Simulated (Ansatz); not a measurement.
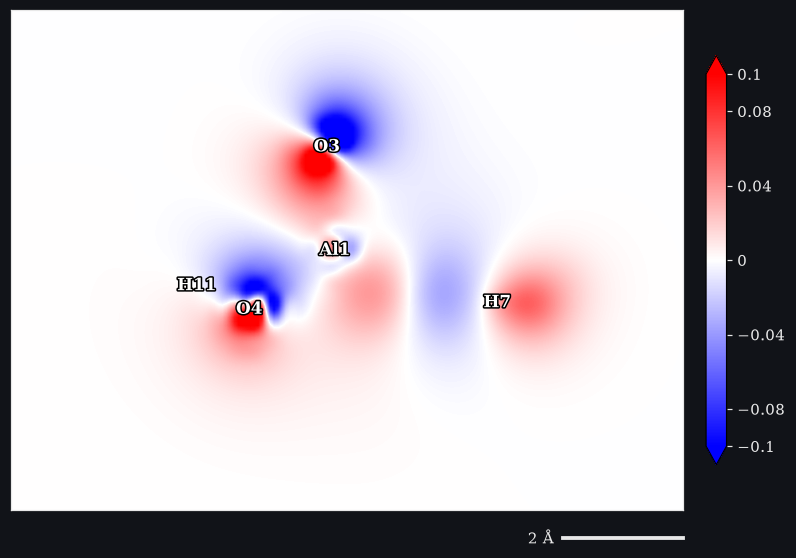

The picture shows: AlH6NO3···H2O. The HOMO−1 on the plane of atoms O3, Al1 and O4 (values in Å⁻³ᐟ²; the overall sign is arbitrary).

The reactant side of a reaction path; geometry: PBE0-D4/def2-TZVP.

All numbers below come from RKS PBE0-D4/def2-TZVPP in Ansatz.

```xyz
14

Al   -0.1244   -0.7095    0.6575
O     0.5591    0.7986    1.2266
O    -1.8295   -0.8918    0.7880
O     0.9234   -2.0339    0.9826
H     0.0711    0.5613   -1.4978
N    -0.0591   -0.4454   -1.3106
H     0.6117    1.9340   -0.0639
O     0.5385    2.2862   -0.9834
H     1.3244    0.7394    1.7978
H    -2.3161   -0.6970    1.5848
H     0.5744   -2.8892    1.2231
H    -0.9365   -0.7462   -1.7214
H     0.6966   -0.9600   -1.7485
H    -0.0337    3.0537   -0.9347
```

Where does this orbital lie, and at what energy?

Answer. By Hirshfeld shares it lies mainly on O4 (about 75 %); largely a lone pair of O4. Its energy is −8.08 eV.
